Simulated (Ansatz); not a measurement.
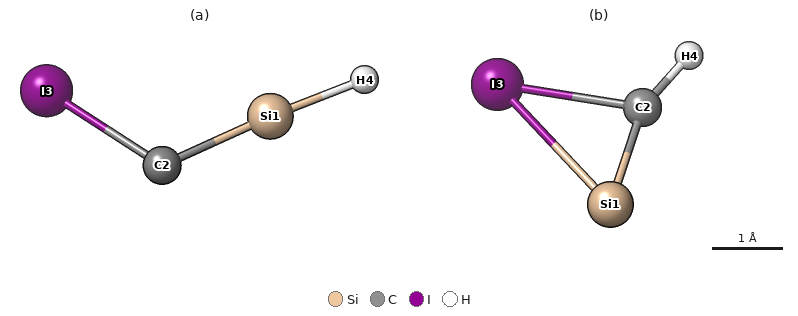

The structure of CHISi before (left) and after (right) a relaxation, at one scale.

A ball-and-stick model, seen at a tilt.

These are results of RKS PBE0-D4/def2-TZVP (Ansatz 0.2.0), not measurements.

The input:
```yaml
crystal:
  periodic: [false, false, false]
  atoms:
    - {symbol: Si, position_ang: [0.097840, 0.291190, -0.813280]}
    - {symbol: C, position_ang: [-0.381770, -1.011350, 0.204810]}
    - {symbol: I, position_ang: [-0.194360, -0.625120, 2.355460]}
    - {symbol: H, position_ang: [0.478290, 1.345280, -1.747000]}
basis:
  gaussian: {orbitals: def2-TZVP}
hamiltonian: {xc: pbe0, dispersion: d4}
relax: {f_tol: 0.005, max_steps: 200}
```

Command:
```bash
ansatz run in.yaml --threads 2 --pin off --events-out ev --progress --plain --max-ram 4352MiB
```

Question: What changed between the two?

Answer: The energy falls by 3.141 eV in 29 accepted moves (30 points after the start). The largest force component goes from 2.2 to 0.00065 eV/Å. The line search rejected the trial step at point 19 of the run. The atom that moves furthest after the best rigid fit is Si1 (1.68 Å). By element the largest moves are Si 1.68 Å, C 1.48 Å, H 1.19 Å, I 0.75 Å. Some distances before and after: C2–H4 3.179 → 1.079 Å, Si1–H4 1.459 → 2.730 Å, Si1–I3 3.311 → 2.746 Å, C2–I3 2.193 → 2.174 Å. New bonds form: C2–H4 (3.18 → 1.08 Å). Bonds break: Si1–H4 (1.46 → 2.73 Å). Among the angles between lasting bonds that change: Si1–C2–I3 115.0° → 89.4°. The run took 65 s on 2 threads of Arm Neoverse V2 (shared host).
